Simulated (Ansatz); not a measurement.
# G0W0 on several functionals: Ga2O3 (R-3c), part 2 of 2

Aim: G0W0 for Ga2O3 (R-3c) on several starting functionals, at one mesh, band count and screening cutoff.

Ansatz 0.2.0; G0W0 on several functionals, plane waves, PAW. Known limits of the many-body steps: not at the basis limit; no spin-orbit coupling.

So far. Step 2 (G0W0 on PBE): The gap on the mesh goes from 2.83 eV to 4.48 eV, a correction of +1.65 eV. Between the two edge states, bare exchange in place of the xc potential would open the gap by 10.06 eV, and correlation takes back 8.41 eV.

In doubt: masses and optical values from hybrid runs of this build are listed as unsure (step 4), which bears on the screening that GW takes from such a start.

## Step 3: G0W0 on r2SCAN

One-shot GW remembers its start. Another functional's orbitals and levels show by how much.

This step: G0W0 on r2SCAN, plane waves, PAW.

The input, input.yaml:

```yaml
crystal:
  lattice:
    - [2.4986991939, 1.4426246522, 4.4835497685]
    - [-2.4986991939, 1.4426246522, 4.4835497685]
    - [0.0, -2.8852493044, 4.4835497685]
  atoms:
    - { symbol: Ga, position: [0.85558558, 0.85558558, 0.85558558] }
    - { symbol: Ga, position: [0.64441442, 0.64441442, 0.64441442] }
    - { symbol: Ga, position: [0.14441442, 0.14441442, 0.14441442] }
    - { symbol: Ga, position: [0.35558558, 0.35558558, 0.35558558] }
    - { symbol: O, position: [0.75, 0.44683282, 0.05316718] }
    - { symbol: O, position: [0.44683282, 0.05316718, 0.75] }
    - { symbol: O, position: [0.05316718, 0.75, 0.44683282] }
    - { symbol: O, position: [0.25, 0.55316718, 0.94683282] }
    - { symbol: O, position: [0.94683282, 0.25, 0.55316718] }
    - { symbol: O, position: [0.55316718, 0.94683282, 0.25] }
kpoints:
  mp_grid: { grid: [4, 4, 4] }
hamiltonian:
  xc: r2scan
scf:
  occupations: { method: fixed }
gw:
  n_empty_bands: 207
  ecut_chi: 96
  qp_bands: [v3, c3]
  qp_kpoints: band_edges
  screening: { model: contour_deformation }
```

On the command line:

```bash
ansatz run input.yaml --threads 3 --pin off --max-ram 92160MiB --backend cuda --events-out ev --progress --plain --runs-dir out --devices 1 --max-vram 13GiB  # rebuilt from the run's record
```

Numbers of over 12 decimals in the logs are rounded to 6 here.

Log:

```text
GPUs: using 1 of 1 available (devices: 1).
[...]
GPU FFT provider: cuFFT
GPU libraries: cuBLAS 13.8.2, cuFFT 12.4.0, cuSOLVER 12.3.4
Crystal: 10 atoms, lattice volume = 96.971 Å³
Basis set: ecut = 500 eV, 2429 PW (Γ), exchange–correlation on 160×160×160 points (64 copies of the dense FFT grid, shifted against one another)
Bands: 54, of which v1, the nominal top of the filled ones, is band 44 counted from 1 (43 counted from 0)
Symmetry: 12 space group operations
[...]
k-points: 13 of 64
[...]
GPU buffer pool allocated for 64000 grid points (all kernels)
[...]
SCF iter   1: F=—  HF=-18577.463277 eV  |F-HF|=—  |Δ(HF+E_count)|=         —  Δρ=1.46e-2  dr2=9.19e-2  dr2_τ=3.84e-1  ethr=1.77e-3  ⟨swp⟩=5.0  Hψ=2244  notcnv=0  defer=103
[...]
SCF iter   7: F=-18577.660834 eV  HF=-18577.660834 eV  |F-HF|=2.40e-9  |Δ(HF+E_count)|=   1.14e-7  Δρ=4.84e-6  dr2=2.25e-8  dr2_τ=6.77e-10  ethr=1.14e-10  ⟨swp⟩=10.5  Hψ=2654  notcnv=0
SCF 1 converged in 7 iterations: F = -18577.660834 eV  dr2 = 2.25e-8
[...]
NSCF: frozen V_eff on 13 k-points
[...]
G₀W₀ screening: q 1/13
[... further progress lines ...]
[...]
SCF converged after 7 iterations
Free energy (F): -18577.660834 eV
[...]
Internal energy: -18577.660834 eV  (E = F + TS)
E sigma→0 (E₀):  -18577.660834 eV
Fermi energy:    8.673679 eV
[...]
--- Band table (eV; the first three rows and the last of 13) ---
  k-point 0: bands = [... 40 lower, 8.3976, 8.4063, 8.4618, 8.4618, 12.1980, 16.1910, 16.3235, 18.4208, ... 6 higher]
  k-point 1: bands = [... 40 lower, 8.0937, 8.1746, 8.5224, 8.6737, 13.7548, 16.0146, 16.8304, 17.6834, ... 6 higher]
  k-point 2: bands = [... 40 lower, 7.7261, 7.7261, 8.5611, 8.5611, 15.8887, 15.8887, 16.2112, 16.2112, ... 6 higher]
  k-point 12: bands = [... 40 lower, 8.4136, 8.4136, 8.4136, 8.4136, 15.2943, 15.2943, 17.4189, 17.4189, ... 6 higher]
[...]
0    42      8.4063   -26.6028     4.4711   -21.8043  0.7884     8.0779     8.0789  root
     0    43      8.4618   -27.0779     4.6056   -22.1039  0.7874     8.0921     8.0934  root
     0    44      8.4618   -27.0779     4.6056   -22.1039  0.7874     8.0921     8.0934  root
     0    45     12.1980   -12.8967    -3.5768   -17.4366  0.8449    13.1659    13.1611  root
     0    46     16.1910   -12.6102    -4.2023   -18.2463  0.8282    17.6407    17.6247  root
     0    47     16.3235    -9.6097    -4.2737   -14.8849  0.8399    17.3324    17.3251  root
     1    42      8.1746   -26.7625     4.5496   -21.8108  0.7876     7.7709     7.7725  root
     1    43      8.5224   -27.2890     4.6620   -22.2322  0.7871     8.1260     8.1275  root
[...]
12    44      8.4136   -27.6437     4.6169   -22.6202  0.7885     8.0055     8.0070  root
    12    45     15.2943   -13.2192    -3.8915   -18.3844  0.8283    16.5799    16.5680  root
    12    46     15.2943   -13.2192    -3.8915   -18.3844  0.8283    16.5799    16.5680  root
    12    47     17.4189   -11.1001    -4.5523   -16.9552  0.8298    18.7363    18.7217  root
```

Run time: 27 s. Hardware: 1 × NVIDIA H100 80GB HBM3 (shared by 6 runs) with 3 threads of AMD EPYC 7R13 (Zen 3), shared host; peak memory 1.5 GiB.

This step gave:

```yaml
bands_summed: 251
rpa_eps_infinity_on_this_mesh_eigenvalues: 3.731, 3.860, 3.860
plane_waves_in_the_screening_matrix: 193
q_points_in_the_mesh: 64
g0w0_gap_on_the_mesh: 4.873 eV
k_of_the_valence_top: 0, 0, 0.25
k_of_the_conduction_bottom: 0, 0, 0
starting_gap_on_the_mesh: 3.524 eV
z_at_the_valence_top: 0.7877
z_at_the_conduction_bottom: 0.8449
least_direct_g0w0_gap_on_the_computed_points: 5.068 eV
```

Against the run with 4×4×4 mesh, 207 empty bands, screening to 96 eV on PBE, the gap moves by +0.40 eV, while the start moved by +0.70 eV.

## Step 4: G0W0 on HSE06

This step: G0W0 on HSE06, plane waves, PAW.

input.yaml, as its differences from that of step 3:

```diff
@@ -19,3 +19,3 @@
 hamiltonian:
-  xc: r2scan
+  xc: hse06
 scf:
```

Log:

```text
GPUs: using 1 of 1 available (devices: 1).
[...]
davidson cushion auto → on  (no smearing: the cushion is to keep the highest requested band from converging to the state above it; pin scf.eigensolver.cushion to override)
[...]
GPU FFT provider: cuFFT
GPU libraries: cuBLAS 13.8.2, cuFFT 12.4.0, cuSOLVER 12.3.4
Crystal: 10 atoms, lattice volume = 96.971 Å³
Basis set: ecut = 420 eV, 1899 PW (Γ)
[...]
1    42      7.3785   -26.7465     4.2861   -22.5249  0.8063     7.4430     7.4430  root
     1    43      7.7175   -27.1734     4.3769   -22.8753  0.8058     7.7962     7.7963  root
[...]
12    44      7.6163   -27.4822     4.3310   -23.2146  0.8071     7.6796     7.6797  root
    12    45     15.6608   -12.8406    -3.7826   -17.6650  0.8444    16.7085    16.7026  root
    12    46     15.6608   -12.8406    -3.7826   -17.6650  0.8444    16.7085    16.7026  root
    12    47     17.8526   -10.4858    -4.3619   -15.8593  0.8482    18.8707    18.8643  root
[key lines of the parts left out:]
Free energy (F): -18541.155896 eV
Fermi energy:    7.869266 eV
```

Elapsed: 60 s, on 1 × NVIDIA H100 80GB HBM3 (shared by 6 runs) with 3 threads; peak memory 1.9 GiB.

This step gave:

```yaml
bands_summed: 251
rpa_eps_infinity_on_this_mesh_eigenvalues: 3.362, 3.467, 3.467
plane_waves_in_the_screening_matrix: 193
g0w0_gap_on_the_mesh: 5.347 eV
k_of_the_valence_top: 0, 0, 0.25
k_of_the_conduction_bottom: 0, 0, 0
starting_gap_on_the_mesh: 4.599 eV
least_direct_g0w0_gap_on_the_computed_points: 5.542 eV
```

Against the run with 4×4×4 mesh, 207 empty bands, screening to 96 eV on r2SCAN, the gap moves by +0.47 eV, while the start moved by +1.08 eV.

## Step 5: Side by side

All on the 4×4×4 mesh with 207 empty bands and screening to 96 eV. Times are wall times on 1 × NVIDIA H100 80GB HBM3 (shared by 6 runs) with 3 threads of AMD EPYC 7R13 (Zen 3), shared host, good to a factor of about two.

```
 start  starting gap (eV)  shift (eV)  G0W0 gap (eV)  RPA ε∞ (harmonic mean)  Z (valence, conduction)  time
   PBE               2.83       +1.65           4.48                    4.29               0.77, 0.83  26 s
r2SCAN               3.52       +1.35           4.87                    3.82               0.79, 0.84  27 s
 HSE06               4.60       +0.75           5.35                    3.43               0.81, 0.86  60 s
```

The parts of the quasiparticle energy at the two band edges (eV; QP = start + Σx + Σc − Vxc):

```
   run               edge  start      Σx     Σc     Vxc     Z     QP
   PBE        valence top   9.11  -27.62   4.87  -22.09  0.77   8.46
   PBE  conduction bottom  11.94  -13.42  -3.53  -17.95  0.83  12.93
r2SCAN        valence top   8.67  -27.65   4.67  -22.59  0.79   8.29
r2SCAN  conduction bottom  12.20  -12.90  -3.58  -17.44  0.84  13.16
 HSE06        valence top   7.87  -27.50   4.39  -23.20  0.81   7.96
 HSE06  conduction bottom  12.47  -12.70  -3.51  -17.05  0.86  13.31
```

For a hybrid start, Vxc holds its share of exact exchange.

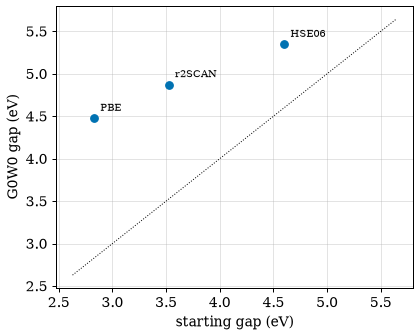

G0W0 gap against starting gap; on the dotted line the correction would vanish.

## Step 6: What came out

* G0W0@PBE: 4.48 eV (start 2.83 eV)
* G0W0@r2SCAN: 4.87 eV (start 3.52 eV)
* G0W0@HSE06: 5.35 eV (start 4.60 eV)
* known limits: not at the basis limit; no spin-orbit coupling

**Reading.** The starting gaps span 1.77 eV and the G0W0 gaps 0.87 eV. Between PBE and HSE06, 0.87 eV of the 1.77 eV survives, 49 %. HSE06 screens less than PBE (ε∞ 3.43 against 4.29). Of the 0.87 eV by which its G0W0 gap is higher, the correlation part gives +0.51 eV, and exchange with the one-particle terms, which follow the orbitals, +0.36 eV. The smallest correction, +0.75 eV, is on HSE06, the start nearest to reproducing itself. Bands and cutoff are finite, so the gap is not at the basis limit. The miss can reach some tenths of an eV and take either sign; the mesh is an error of its own. The many-body steps are scalar-relativistic: spin-orbit coupling is not in them.

[Paths, hosts, dates, memory and timing lines, banners, echoed tables and standing remarks are left out of the program output.]

[Logs are printed without paths, hosts, clocks, repeated set-up lines and the standing remarks that a program may print on its own settings, such as how far it seeks lower states.]

[Runs of the session that timed out or met a known fault of the program may be left out.]

[Cells called generated may have been cut or substituted from an entry of the Crystallography Open Database or the Materials Project.]

[Hosts, paths, dates, database ids (printed as entryN), source tags and the programs' standing remarks are cut or masked in the printed files.]
